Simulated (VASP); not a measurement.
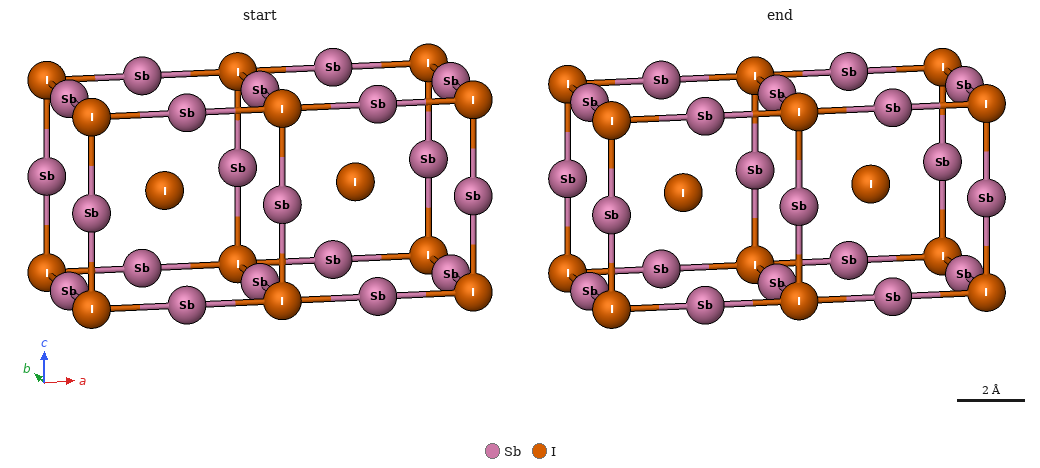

The structure of solid Sb$_{3}$I$_{2}$ (a generated structure, set up in Pm-3m) before (left) and after (right) a relaxation, at one scale.

A ball-and-stick model of the cell of the calculation, repeated 2 × 1 × 1 with one cell outlined, seen from a free direction.

The run lets cell and atoms move.

All numbers below come from VASP, Kohn-Sham DFT of a periodic cell, PBE, VASP PAW PBE potentials, recommended.

Input file:
```
  PREC = Accurate
  ENCUT = 600
  EDIFF = 1E-6
  ISMEAR = -1
  SIGMA = 0.05
  LREAL = F
  LASPH = T
  NELM = 100
  ALGO = Fast
  ISIF = 3
  LWAVE = F
  LCHARG = F
  GGA = PE
  IBRION = 2
  NSW = 40
  EDIFFG = -0.01
  PSTRESS = 20
```

Run as
```bash
cat potpaw_PBE.64/Sb/POTCAR potpaw_PBE.64/I/POTCAR > POTCAR
mpirun -np 1 vasp_std > vasp.out
```

Question: What changed between the two?

Answer: Over 2 geometry steps the energy rises by 77.9 meV per cell of the calculation. With the target pressure of 2 GPa, the enthalpy E + pV changes by −53.8 meV per cell of the calculation. All forces vanish by symmetry, so only the cell relaxes. The pressure goes from 0.43 to 2.00 GPa. No atom moves by more than 0.005 Å relative to the cell. The drawn cell changes as follows: a = b = c 5.873 → 5.770 Å (−1.8 %); the volume changes by −5.2 %. Some distances before and after: I–Sb 2.937 → 2.885 Å. The space group stays Pm-3m (No. 221).
